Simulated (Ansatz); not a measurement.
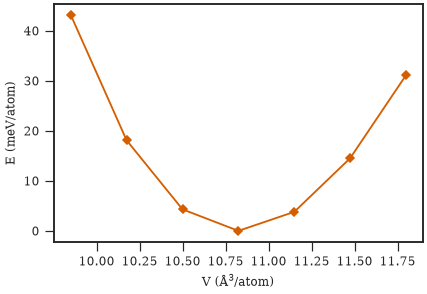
*Be$_{2}$Ag (cubic Laves (MgCu2 type), space group No. 227) under volume change, plane-wave PAW r²SCAN (Ansatz code), scaled uniformly.*

What does a third-order Birch–Murnaghan fit give for V₀, B₀ and B′?

V₀ = 10.82 Å³/atom, B₀ = 133 GPa, B′ = 4.4.

Space group Fd-3m (cubic Laves (MgCu2 type)). The workflow started from an entry of the Crystallography Open Database (COD). Whether it is the stable phase at ambient conditions was not checked. The r²SCAN relaxation kept the symmetry of its start; whether a distortion lowers the energy is not shown. The run is not spin-polarised.

Potentials: the later of the program's two PAW sets.
